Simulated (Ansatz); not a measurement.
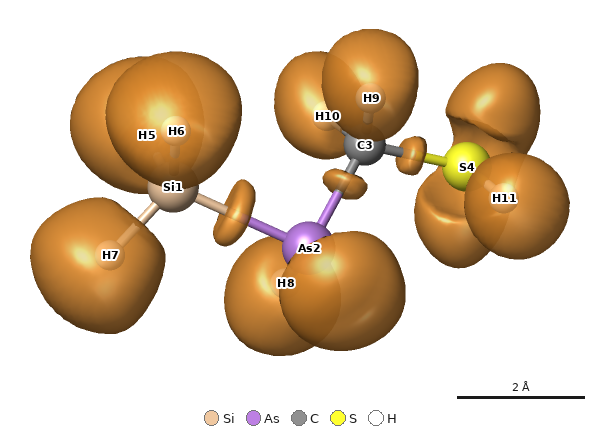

CH7AsSSi. Isosurface of the ELF at 0.85 (orange), seen at a tilt. Only the valence region is drawn (cores and ρ < 0.01 e/Å³ removed).

Theory: RKS r2SCAN/def2-SVP in Ansatz.

```xyz
11

Si   -0.6809    1.9008    0.0151
As   -0.4089   -0.2003    1.0931
C     0.7224   -1.0366   -0.3311
S     0.8876   -2.8377   -0.1272
H    -1.0097    1.7580   -1.4377
H     0.5961    2.6679    0.1403
H    -1.7708    2.6661    0.6920
H    -1.7263   -0.7294    0.5379
H     1.7094   -0.5477   -0.3282
H     0.2766   -0.8941   -1.3265
H     1.4699   -2.8041    1.0929
```

Question: Describe the localisation domains.

Answer: At this value the surface marks out one region between bonded As–C atoms (shared pairs), one region between bonded As–Si atoms (shared pairs), one region between bonded C–S atoms (shared pairs), seven regions around hydrogen nuclei, one lobe on As, pointing away from the bonds (lone pairs) and one region wrapped around S (its lone pairs, merged into a ring or cap).

Values along the shortest contacts:
C–S (1.82 Å): the ELF peaks at about 0.95 between the atoms: a covalent bond. C–As (2.00 Å): the ELF peaks at about 0.90 between the atoms (a covalent bond).
